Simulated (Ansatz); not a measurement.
**Pt-Pd stack of (111) layers: phonons along a line and the smearing**

Does Pt-Pd stack of (111) layers have a Kohn anomaly or a soft branch that a wide smearing hides? The first relaxation steps of the session are not shown, so no cell shown is the starting entry, unless a step says so.

Program: Ansatz 0.2.0. Level of theory: DFT PBEsol, scalar-relativistic, plane waves, PAW. Results are calculated unless marked as measured.

## 1. The cell after earlier relaxation steps

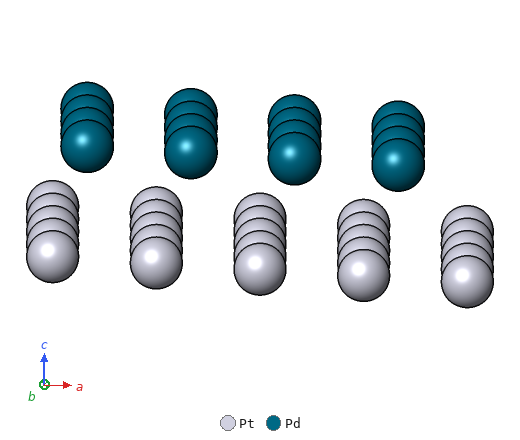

The starting structure, seen nearly edge on (platinum light grey, palladium blue). 4×4×1 cells are drawn. Some periodic images of atoms are drawn too.

The cell holds 2 atoms: 1 Pt and 1 Pd. Cell: a = 2.655 Å, b = 2.655 Å, c = 28.292 Å, α = 90.0°, β = 90.0°, γ = 120.0°. Vacuum lies along c.

## 2. Tight relaxation

Phonons are second derivatives about the minimum, so the remaining forces must be small: the thresholds are tightened. Earlier relaxation steps are not shown.

The input, input.yaml:

```yaml
crystal:
  lattice:
    - [2.6548687016, -2.7862e-06, 0.0]
    - [-1.3274319378, 2.2991851324, 0.0]
    - [0.0, 0.0, 28.2917840871]
  atoms:
    - { symbol: Pt, position: [0.0, 0.0, 0.1930237487] }
    - { symbol: Pd, position: [0.3333333333, 0.6666666667, 0.2751648236] }
  periodic: [true, true, false]
kpoints:
  mp_grid: { grid: [12, 12, 1] }
hamiltonian:
  xc: pbesol
scf:
  occupations: { method: methfessel_paxton, width: 0.2 }
output:
  forces: true
  stress: true
  eigenvalues: true
relax:
  adjacent_minimum: "off"
  f_tol: 0.001
  max_steps: 60
  cell: { stress_2d_tol: 0.002 }
```

The run is started by

```bash
$ ansatz run input.yaml --threads 4 --pin off --max-ram 8192MiB --backend cpu --events-out ev --progress --plain --runs-dir out
```

Numbers of over 12 decimals in the logs are rounded to 6 here.

The log of the run:

```text
[the first part of the log is left out]
  E_xc         = -426.748710
  E_vxc        = -511.820101  (∫ρ·V_xc dr)
  E_paw        = -13001.922946  (= ΣΔE_a)
  E_vpaw       = -621.996218  (= ΣTr[D̂ρ^β])
  E_aug_tail   = 0.000384  (compensation charges beyond the density's cutoff)
  E_ewald      = 49374.884661
  E_core_change = 0.589505  (= ΣΔE_core)
  E_smearing   = -0.013496  (= −TS)
  E_closure    = 0.000000  (closes the sum)
  Σ components = -19289.205179   (vs F -19289.205179, Δ=0.00e0)
--- Forces (eV/Å), atoms counted from 1 ---
  atom   1  Pt    -0.00000000     0.00000000     0.00001004
  atom   2  Pd     0.00000000     0.00000000    -0.00001002
  max |Σ_I F_I| component: 2.07e-8 eV/Å
--- 2D stress c σ (N/m, compression-positive) ---
       -0.001758       0.000000       0.000000
        0.000000      -0.001758      -0.000000
        0.000000      -0.000000      -0.000000
  P = ½ c Tr σ = -0.0018 N/m
--- Band table (eV; the first three rows and the last of 19) ---
  k-point 0: bands = ["-103.5812", "-89.5176", "-57.6057", "-57.6057", "-57.5207", "-55.1068", "-55.1068", "-55.0982", "-13.8520", "-11.4366", "-9.0824", "-8.7484", "-8.7484", "-8.2517", "-8.2517", "-6.8052", "-6.3471", "-6.3471", "-5.4957", "-5.4957", "-4.6151", "-0.3476"]
  k-point 1: bands = ["-103.5784", "-89.5135", "-57.6455", "-57.6153", "-57.5153", "-55.1383", "-55.1144", "-55.0942", "-13.5593", "-11.2105", "-9.0645", "-8.8869", "-8.5306", "-8.3860", "-8.0873", "-7.1791", "-6.4203", "-6.3711", "-5.8584", "-5.5082", "-3.6872", "-0.1528"]
  k-point 2: bands = ["-103.5707", "-89.5026", "-57.7534", "-57.6414", "-57.5008", "-55.2241", "-55.1352", "-55.0833", "-12.7769", "-10.6676", "-9.3036", "-8.9837", "-8.5764", "-7.9133", "-7.7551", "-7.6272", "-6.9984", "-6.5859", "-5.5519", "-5.3664", "-2.3385", "0.4241"]
  k-point 18: bands = ["-103.5338", "-89.4500", "-58.0136", "-58.0120", "-57.4312", "-55.4317", "-55.4312", "-55.0312", "-9.9836", "-9.7011", "-9.3708", "-8.8015", "-8.6872", "-8.2157", "-8.2082", "-6.9998", "-6.0924", "-5.8833", "0.7462", "2.2665", "2.4179", "3.2616"]
--- Relaxed structure (4 steps of the walk, 4 accepted, 1 SCFs on fresh bases) ---
  F+E_penalty+E_count = -19289.20517889 eV   max|allowed force component| = 1.003e-5 eV/Å   (the final SCF, on the basis selected at the relaxed cell)
  cell:  # Å, volume = 172.6241 Å³
    - [2.654332, -2.785682964973988e-6, 0]
    - [-1.327164, 2.298720, 0]
    - [0, 0, 28.2917840871]
  atoms:
    - { symbol: Pt, position: [0, -3.701949167415034e-17, 0.192997] }
    - { symbol: Pd, position: [0.333333, 0.666667, 0.275191] }
```

Run time: 13 s. Hardware: 4 threads of Arm Neoverse V2, shared host; peak memory 0.47 GiB; 47 s of CPU time.

Little changed from the start: no atom moved by 0.005 Å and no cell edge by 0.1 %.

Numbers from this step:

```
metallic on mesh  : yes
gap on the k-mesh : 0 eV
```

## 3. Phonons along a line: Fermi–Dirac smearing of 0.1 eV

The smearing blurs the Fermi surface that screens the phonons; a Fermi–Dirac width is an electronic temperature.

The input, input.yaml:

```yaml
crystal:
  lattice:
    - [2.6543320248, -2.7857e-06, 0.0]
    - [-1.3271635999, 2.2987203564, 0.0]
    - [0.0, 0.0, 28.2917840871]
  atoms:
    - { symbol: Pt, position: [0.0, 0.0, 0.1929972709] }
    - { symbol: Pd, position: [0.3333333333, 0.6666666667, 0.2751913014] }
  periodic: [true, true, false]
kpoints:
  mp_grid: { grid: [24, 24, 1] }
hamiltonian:
  xc: pbesol
scf:
  occupations: { method: fermi_dirac, width: 0.1 }
output:
  eigenvalues: true
phonons:
  method: dfpt
  qpoints:
    - [0, 0, 0]
    - [0.041666667, 0.0, 0.0]
    - [0.125, 0.0, 0.0]
    - [0.208333333, 0.0, 0.0]
    - [0.291666667, 0.0, 0.0]
    - [0.375, 0.0, 0.0]
    - [0.458333333, 0.0, 0.0]
```

The log of the run:

```text
The run solves and reports these wavevectors of phonons.qpoints, in the list's order, at another value: [0.041666667, 0.0, 0.0] as [0.041667, 0.0, 0.0], [0.208333333, 0.0, 0.0] as [0.208333, 0.0, 0.0], [0.291666667, 0.0, 0.0] as [0.291667, 0.0, 0.0], [0.458333333, 0.0, 0.0] as [0.458333, 0.0, 0.0].
[...]
Crystal: 2 atoms, lattice volume = 172.624 Å³
Basis set: ecut = 420 eV, 3461 PW (Γ), exchange–correlation on 36×36×384 points (8 copies of the dense FFT grid, shifted against one another)
Bands: 22, of which v1, the nominal top of the filled ones, is band 18 counted from 1 (17 counted from 0)
Symmetry: 6 space group operations
k-points: 61 of 576 (time reversal used)
[...]
SCF iter   1: F=—  HF=-19289.284491 eV  |F-HF|=—  |Δ(HF+E_count)|=         —  Δρ=3.06e-3  dr2=1.72e-1  ethr=1.77e-3  ⟨swp⟩=13.8  Hψ=11752  notcnv=0
[...]
SCF iter  13: F=-19289.277923 eV  HF=-19289.277923 eV  |F-HF|=0.00e0  |Δ(HF+E_count)|=  8.00e-11  Δρ=1.44e-8  dr2=1.08e-12  ethr=1.00e-12  ⟨swp⟩=9.6  Hψ=8236  notcnv=0
SCF 1 converged in 13 iterations: F = -19289.277923 eV  dr2 = 1.08e-12
[...]
NSCF: frozen V_eff on 61 k-points
WARN: eigensolver did not converge (k=0): 1 band(s) unlocked after 2 eigensolves, warm-restarted (20 sweeps on the last) at ethr=1.54e-12 eV (storage-precision floor; scheduled 1.00e-12 eV) (lowest unlocked band 21, counted from 0; max residual 4.74e-4 eV among the unlocked bands, 4.74e-4 eV over every band; other slots of this pass that fall short are told together in one closing line; warning suppressed until the next SCF loop or pass starts)
WARN: eigensolver did not converge in 39 slots of this pass, the one above among them; of largest residual over every band (k=45): 1 band(s) unlocked (lowest unlocked band 21, counted from 0; max residual 1.81e-3 eV among the unlocked bands, 1.81e-3 eV over every band); of lowest unlocked band (k=0): band 21
[...]
DFPT response loops at q = (0, 0, 0) (fractional): preconditioner auto → none (partly filled bands, converged f_vac=0.775); β = 0.50; Broyden in place of MSR1
[...]
SCF converged after 13 iterations
Free energy (F): -19289.277923 eV
[...]
Internal energy: -19289.162918 eV  (E = F + TS)
E sigma→0 (E₀):  -19289.220420 eV
Entropy (-TS):   -0.115004 eV (-57.502 meV/atom)
Fermi energy:    -5.537535 eV
[...]
--- Band table (eV; the first three rows and the last of 61) ---
  k-point 0: bands = [... 14 lower, -8.2710, -6.8383, -6.3855, -6.3855, -5.5676, -5.5676, -4.6446, -0.3358]
  k-point 1: bands = [... 14 lower, -8.2296, -6.9688, -6.4053, -6.2952, -5.8107, -5.5700, -4.3209, -0.2872]
  k-point 2: bands = [... 14 lower, -8.1071, -7.2246, -6.4610, -6.4058, -5.9104, -5.5780, -3.7262, -0.1420]
  k-point 60: bands = [... 14 lower, -8.2223, -7.0505, -6.1211, -5.9495, 0.6687, 2.2159, 2.3537, 3.2270]
--- Phonons (Γ-DFPT): 4 representative perturbations + reference (Σ response iterations 24) ---
  ASR residual: 3.608e-4 → 0.000e0 eV/Å²; symmetrization residual: 3.836e-5 eV/Å²
  ASR residual per site (eV/Å²): 3.61e-4 1.67e-4
  Γ frequencies (cm⁻¹): 0.00 0.00 0.00 47.45 47.45 159.68
  non-analytic LO–TO correction: not included (Born effective charges unavailable; polar crystals: no LO–TO splitting at Γ)
--- Phonons (arbitrary-q DFPT): 7 explicit q-points ---
  q = [0, 0, 0] (of the zone-centre solve; hermiticity 1.19e-5, symmetrization 1.62e-6): -0.00 -0.00 0.00 47.45 47.45 159.68
  q = [0.041667, 0, 0] (4 solved perturbations in 1752 linear systems a pass and spin channel, the states on 576 of 576 k-point pairs; hermiticity 9.14e-7, symmetrization 1.15e-9): 3.26 17.38 31.18 51.11 57.44 158.91
[...]
sum rule: each row above includes the acoustic sum rule's correction from the zone centre's row sums; it moved no ω² by more than (0.71 cm⁻¹)²
```

Wall time 21 min (4 threads); peak memory 4 GiB.

Reading the cycles: dr2 is the Hartree energy of the density residual (eV), the measure of convergence; HF is the Harris–Foulkes estimate of the energy, which meets the free energy F at convergence.

Each wavevector solved by linear response. Frequency against |q| along the line:

```
|q| along the line (Å⁻¹)  mode 1 (cm⁻¹)  mode 2 (cm⁻¹)  mode 3 (cm⁻¹)  mode 4 (cm⁻¹)  mode 5 (cm⁻¹)  mode 6 (cm⁻¹)
                   0.000              0              0              0           47.5           47.5            160
                   0.114           3.26           17.4           31.2           51.1           57.4            159
                   0.342           15.2           49.8           72.3           86.2            103            157
                   0.569           27.4           76.6           96.2            117            144            166
                   0.797           40.6           98.6            120            120            172            196
                   1.025           50.0            116            117            139            190            222
                   1.253           55.5            114            125            149            200            235
```

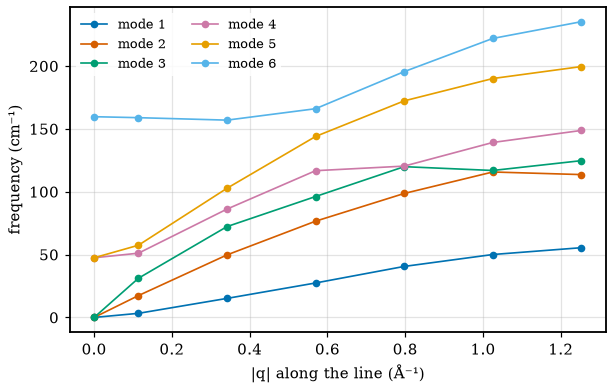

Frequency against |q| along the line.

## 4. Summary of results

```
phonon run of the rows without a label of their own        : PBEsol, k 24×24×1
lowest branch at the last solved point, Fermi–Dirac 0.1 eV : 55.5 cm⁻¹ at |q| = 1.25 Å⁻¹
```

What this shows: Spin–orbit coupling, left out here, matters for Pt. The structure was built by hand as an ordered model, and its stability against other phases was not tested.

[Logs are printed without paths, hosts, clocks, repeated set-up lines and the standing remarks that a program may print on its own settings, such as how far it seeks lower states.]

[Hosts, paths, dates, database ids (printed as entryN), source tags and the programs' standing remarks are cut or masked in the printed files.]
